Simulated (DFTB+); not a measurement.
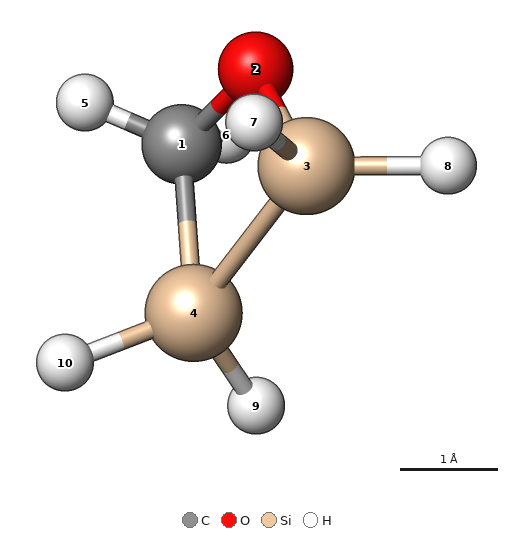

Figure 1. The structure (ball-and-stick view, seen at a tilt; atoms are numbered from 1 in the order of the input).

## Single-point calculation of CH$_{6}$OSi$_{2}$

The run: single-point calculation of CH$_{6}$OSi$_{2}$, SMILES C1O[SiH2][SiH2]1. Method and program: GFN2-xTB, R-SCC, dispersion built in (DFTB+ 25.1).

The geometry comes from this level: GFN2-xTB.

## The program's output
```
|  DFTB+ development version (commit: a23bfb2)

Reading input file 'dftb_in.hsd'
Parser version: 14

--------------------------------------------------------------------------------

Processed input in HSD format written to 'dftb_pin.hsd'

Starting initialization...
--------------------------------------------------------------------------------
OpenMP threads:              1
Chosen random seed:          116833595
Current stacksize:           unlimited
Mode:                        Static calculation
Self consistent charges:     Yes
SCC-tolerance:                 0.100000E-06
Max. scc iterations:                    100
Shell resolved Hubbard:      Yes
Spin polarisation:           No
Nr. of up electrons:            12.000000
Nr. of down electrons:          12.000000
Periodic boundaries:         No
Electronic solver:           Relatively robust
Mixer:                       Broyden mixer
Mixing parameter:                  0.200000
Nr. of chrg. vec. in memory:            100
Max. SCC-cycles:                        100
tblite library version:      0.3.0
-> parametrization:          GFN2-xTB
-> repulsion:                Yes
-> dispersion:               Yes
-> halogen bonding:          No
-> electrostatics:           Yes
   -> isotropic:             Yes
   -> anisotropic:           Yes
   -> third-order:           Yes
Electronic temperature:              0.950045E-03 H      0.258520E-01 eV
Initial charges:             Set automatically (system chrg:   0.000E+00)
Included shells:             C:  s, p
                             O:  s, p
                            Si:  s, p, d
                             H:  s
Extra options:
                             Mulliken analysis

--------------------------------------------------------------------------------

***  Geometry step: 0

 iSCC Total electronic   Diff electronic      SCC error
    1   -0.12617788E+02    0.00000000E+00    0.11676628E+01
    2   -0.12756204E+02   -0.12617788E+02    0.78128619E+00
    3   -0.12811282E+02   -0.13841585E+00    0.40768967E+00
    4   -0.12819328E+02   -0.55078037E-01    0.29852445E+00
    5   -0.12811983E+02   -0.80460513E-02    0.21956949E+00
    6   -0.12818647E+02    0.73450538E-02    0.81936898E-01
    7   -0.12818937E+02   -0.66640002E-02    0.33737773E-01
    8   -0.12819280E+02   -0.29054715E-03    0.16947454E-01
    9   -0.12819353E+02   -0.34255183E-03    0.13455869E-01
   10   -0.12819559E+02   -0.72836388E-04    0.59328022E-02
   11   -0.12819576E+02   -0.20636666E-03    0.22556578E-02
   12   -0.12819553E+02   -0.17188553E-04    0.26912541E-02
   13   -0.12819549E+02    0.22840362E-04    0.12821619E-02
   14   -0.12819543E+02    0.44548914E-05    0.96708604E-04
   15   -0.12819540E+02    0.57165209E-05    0.60877552E-04
   16   -0.12819541E+02    0.27170637E-05    0.29779338E-04
   17   -0.12819541E+02   -0.53975945E-06    0.39749990E-05
   18   -0.12819541E+02   -0.28630961E-06    0.25747457E-05
   19   -0.12819541E+02   -0.47072355E-08    0.56130751E-06
   20   -0.12819541E+02   -0.80426510E-09    0.12382097E-06
   21   -0.12819541E+02    0.10869314E-08    0.82185886E-07

Total Energy:                      -12.7236203889 H         -346.2273 eV
Extrapolated to 0K:                -12.7236203889 H         -346.2273 eV
Total Mermin free energy:          -12.7236203889 H         -346.2273 eV
Force related energy:              -12.7236203889 H         -346.2273 eV

--------------------------------------------------------------------------------
--------------------------------------------------------------------------------
SCC                                    +       0.02 ( 89.0%)       0.03 ( 94.4%)
--------------------------------------------------------------------------------
Missing                                +       0.00 ( 11.0%)       0.00 (  5.6%)
Total                                  =       0.02 (100.0%)       0.04 (100.0%)
--------------------------------------------------------------------------------
```

## File band.out
```
 KPT            1  SPIN            1  KWEIGHT    1.0000000000000000
     1    -21.2853  2.00000
     2    -18.5316  2.00000
     3    -17.2308  2.00000
     4    -15.3084  2.00000
     5    -13.8630  2.00000
     6    -13.8291  2.00000
     7    -12.9585  2.00000
     8    -11.9529  2.00000
     9    -11.8360  2.00000
    10    -10.9482  2.00000
    11    -10.4801  2.00000
    12     -9.8340  2.00000
    13     -6.0928  0.00000
    14     -5.4128  0.00000
    15     -5.2272  0.00000
    16     -3.9829  0.00000
    17     -3.8836  0.00000
    18     -2.7491  0.00000
    19     -2.7088  0.00000
    20     -2.0897  0.00000
    21     -0.8008  0.00000
    22     -0.4229  0.00000
    23      3.7016  0.00000
    24      5.1736  0.00000
    25      6.1705  0.00000
    26      7.9822  0.00000
    27     13.1886  0.00000
    28     15.3430  0.00000
    29     16.9947  0.00000
    30     18.6354  0.00000
    31     22.4889  0.00000
    32     27.6240  0.00000
```

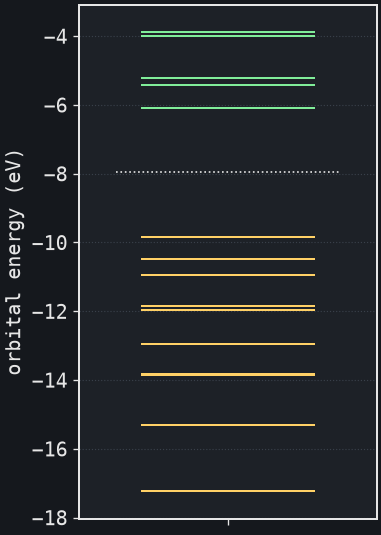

Figure 2. Orbital energies near the frontier; the dotted line parts filled from empty levels, and levels within 0.02 eV of each other stand side by side. Highest filled −9.83 eV, lowest empty −6.09 eV, 3.74 eV apart.

This output came from the following input.

## Input (dftb_in.hsd)
```
# GFN2-XTB single point
Geometry = {
  TypeNames = {
    "C" "O" "Si" "H"
  }
  TypesAndCoordinates [Angstrom] = {
    1 -0.767880 0.706870 -0.597820
    2 -0.757810 -0.698030 -0.903570
    3 0.375820 -1.432000 0.047650
    3 0.599440 0.767240 0.766420
    4 -0.554240 1.256470 -1.517760
    4 -1.776430 0.978730 -0.278840
    4 1.397080 -2.050350 -0.799580
    4 -0.272350 -2.440440 0.888190
    4 0.054350 1.266110 2.031900
    4 1.702010 1.645400 0.363410
  }
}

Hamiltonian = xTB {
  Method = "GFN2-xTB"
  SCCTolerance = 1e-07
}

Options = {
  WriteResultsTag = Yes
}

InputVersion = 25.1
```

Command:
```bash
dftb+ > run.log
```

## Results in brief

| quantity | value |
| --- | --- |
| outcome | converged |
| Mermin free energy | −12.723620 hartree |
| basis functions | 32 |
| HOMO | −9.83 eV |
| LUMO | −6.09 eV |
| dipole moment | 1.92 D |
| hardware | 1 thread of Intel Xeon (Sapphire Rapids), 32 GiB of memory available, shared host |
| peak memory | 0.071 GiB |

Settings chosen away from the usual ones: scf_conv.
